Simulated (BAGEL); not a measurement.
# One shape, several levels: triplet Si2H3OF

Aim: a comparison of 5 runs (UHF/3-21G, ROHF/6-31G*, UHF/6-31G*, ROHF/def2-SVPD, UHF/def2-SVPD) of triplet Si2H3OF. 

The calculation is run with BAGEL 1.2.2.

1 further run of the same task is left out (set aside as unsound or not needed).

**1. The system as given**

Si2H3OF: 7 atoms, total charge 0, spin state triplet. SMILES of the parent species: `F[Si]O[SiH3]`. Geometry: relaxed at PBE0-D4/def2-TZVP. This is one conformer, not always the lowest. That shape belongs to the parent species and isn't relaxed for this state.

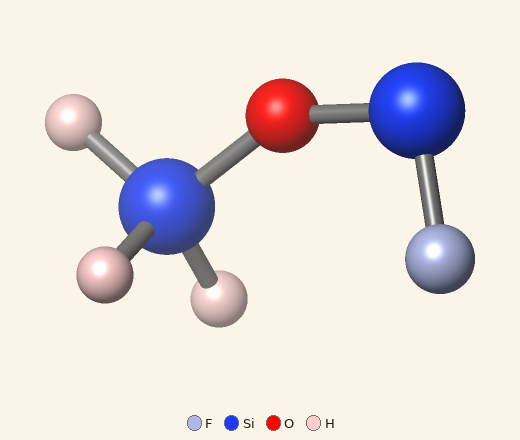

Viewed from a chosen angle; fluorine light blue, silicon blue, oxygen red, hydrogen pink.

**2. A single-point energy at UHF/3-21G (density fitting with qzvpp-jkfit) (run 1)**

input.json reads:

```json
{ "bagel" : [

{
  "title" : "molecule",
  "basis" : "3-21g",
  "df_basis" : "qzvpp-jkfit",
  "angstrom" : "true",
  "geometry" : [
    { "atom" : "F", "xyz" : [       0.639300,      -1.829500,       1.608700 ] },
    { "atom" : "Si", "xyz" : [      -0.428700,      -2.165500,       0.441500 ] },
    { "atom" : "O", "xyz" : [      -0.538300,      -0.736500,      -0.334600 ] },
    { "atom" : "Si", "xyz" : [      -0.025600,       0.837100,      -0.406700 ] },
    { "atom" : "H", "xyz" : [      -0.705100,       1.480700,      -1.555500 ] },
    { "atom" : "H", "xyz" : [      -0.385700,       1.537800,       0.850000 ] },
    { "atom" : "H", "xyz" : [       1.444000,       0.875800,      -0.603300 ] }
  ]
},

{
  "title" : "uhf",
  "nopen" : 2
},

{
  "title" : "print",
  "file" : "orbitals.molden",
  "orbitals" : "true"
}

]}
```

On the command line:

```
BAGEL_NUM_THREADS=1 BAGEL input.json > input.out
```

The log of the run:

```text
* using 1 threads per process

  ===============================================================
  ===============================================================

  *** Geometry ***

[... 23 lines left out ...]
      * DIIS with orbital gradients will be used.

  === UHF iteration (3-21g) ===
      0       -749.74163146          0.05442594           0.07
      1       -749.86612971          0.03412882           0.06
      2       -749.90081995          0.02067397           0.06
[... 13 lines of this table left out ...]
     16       -749.91945211          0.00000001           0.06
    * SCF iteration converged.

    * S^2 (UHF) is 2.0028

    * Permanent dipole moment:
           (    0.473858,     0.499471,     0.360897) a.u.

    * METHOD: UHF                                  1.19

    * METHOD: PRINT                                0.01

  ===============================================================
```

It took 1.5 s on 1 thread of Arm Neoverse V1, shared host.

**3. The energy at ROHF/6-31G(d) (density fitting with qzvpp-jkfit, spherical functions) (run 2)**

input.json reads:

```json
{ "bagel" : [

{
  "title" : "molecule",
  "basis" : "6-31gs.json",
  "df_basis" : "qzvpp-jkfit",
  "angstrom" : true,
  "geometry" : [
    { "atom" : "F", "xyz" : [    0.639300,   -1.829500,    1.608700 ] },
    { "atom" : "Si", "xyz" : [   -0.428700,   -2.165500,    0.441500 ] },
    { "atom" : "O", "xyz" : [   -0.538300,   -0.736500,   -0.334600 ] },
    { "atom" : "Si", "xyz" : [   -0.025600,    0.837100,   -0.406700 ] },
    { "atom" : "H", "xyz" : [   -0.705100,    1.480700,   -1.555500 ] },
    { "atom" : "H", "xyz" : [   -0.385700,    1.537800,    0.850000 ] },
    { "atom" : "H", "xyz" : [    1.444000,    0.875800,   -0.603300 ] }
  ]
},
{
  "title" : "rohf",
  "nopen" : 2
},
{
  "title" : "print",
  "file" : "orbitals.molden",
  "orbitals" : true
}

]}
```

The basis set 6-31G* is read from a file made from the Basis Set Exchange's data (not shown).

On the command line:

```
BAGEL_NUM_THREADS=1 BAGEL input.json > input.out
```

The log of the run:

```text
* using 1 threads per process

  ===============================================================
  ===============================================================

  *** Geometry ***

[... 23 lines left out ...]
      * DIIS with orbital gradients will be used.

  === ROHF iteration (6-31gs.json) ===
      0       -753.62932748          0.04810348           0.10
      1       -753.79265847          0.03407336           0.10
      2       -753.85428260          0.02207287           0.10
[... 11 lines of this table left out ...]
     14       -753.90016735          0.00000001           0.10
    * SCF iteration converged.

    * S^2 (ROHF) is 2.0000

    * Permanent dipole moment:
           (    0.409113,     0.352307,     0.347150) a.u.

    * METHOD: ROHF                                 1.58

    * METHOD: PRINT                                0.01

  ===============================================================
```

Run time: 2 s. Hardware: 1 thread of Arm Neoverse V1, shared host; peak memory 0.099 GiB.

Runs 3 to 4 aren't shown in full; the table further down has their settings and results.

**4. The energy at UHF/def2-SVPD (density fitting with qzvpp-jkfit) (run 5)**

calc.json reads:

```json
{ "bagel" : [

{
  "title" : "molecule",
  "basis" : "def2-svpd.json",
  "df_basis" : "qzvpp-jkfit",
  "angstrom" : true,
  "geometry" : [
    { "atom" : "F", "xyz" : [       0.639300,      -1.829500,       1.608700 ] },
    { "atom" : "Si", "xyz" : [      -0.428700,      -2.165500,       0.441500 ] },
    { "atom" : "O", "xyz" : [      -0.538300,      -0.736500,      -0.334600 ] },
    { "atom" : "Si", "xyz" : [      -0.025600,       0.837100,      -0.406700 ] },
    { "atom" : "H", "xyz" : [      -0.705100,       1.480700,      -1.555500 ] },
    { "atom" : "H", "xyz" : [      -0.385700,       1.537800,       0.850000 ] },
    { "atom" : "H", "xyz" : [       1.444000,       0.875800,      -0.603300 ] }
  ]
},

{
  "title" : "uhf",
  "nopen" : 2
},

{
  "title" : "print",
  "file" : "orbitals.molden",
  "orbitals" : true
}

]}
```

The basis set def2-SVPD is read from a file made from the Basis Set Exchange's data (not shown).

On the command line:

```
BAGEL_NUM_THREADS=1 BAGEL calc.json > calc.out
```

The log of the run:

```text
* using 1 threads per process

  ===============================================================
  ===============================================================

  *** Geometry ***

[... 23 lines left out ...]
      * DIIS with orbital gradients will be used.

  === UHF iteration (def2-svpd.json) ===
      0       -753.24608544          0.04019522           0.18
      1       -753.45895573          0.03288095           0.18
      2       -753.55898055          0.02055526           0.18
[... 13 lines of this table left out ...]
     16       -753.63725142          0.00000001           0.18
    * SCF iteration converged.

    * S^2 (UHF) is 2.0025

    * Permanent dipole moment:
           (    0.319012,     0.111481,     0.343807) a.u.

    * METHOD: UHF                                  3.30

    * METHOD: PRINT                                0.03

  ===============================================================
```

Wall time 3.9 s (1 thread of Arm Neoverse V1, shared host); peak memory 0.16 GiB.

**5. The series**

```csv
run,level,energy (Eh),dipole moment (D),⟨S²⟩,wall time
1,UHF/3-21G (density fitting with qzvpp-jkfit),-749.919452,1.98,2.003,1.5 s
2,"ROHF/6-31G* (density fitting with qzvpp-jkfit, spherical functions)",-753.900167,1.63,2.000,2 s
3,"UHF/6-31G* (density fitting with qzvpp-jkfit, spherical functions)",-753.901405,1.61,2.003,2.2 s
4,ROHF/def2-SVPD (density fitting with qzvpp-jkfit),-753.636221,1.23,2.000,3.6 s
5,UHF/def2-SVPD (density fitting with qzvpp-jkfit),-753.637251,1.23,2.002,3.9 s
```

**6. Outcome**

| quantity | value |
| --- | --- |
| run 5: total energy | -753.63725 Eh |
| run 5: dipole moment | 1.23 D |
| run 5: ⟨S²⟩ | 2.002 |

**Reading.** The dipole moment (its size) runs from 1.23 D (UHF/def2-SVPD) to 1.98 D (UHF/3-21G). All runs together took 13 s, the longest 3.9 s.
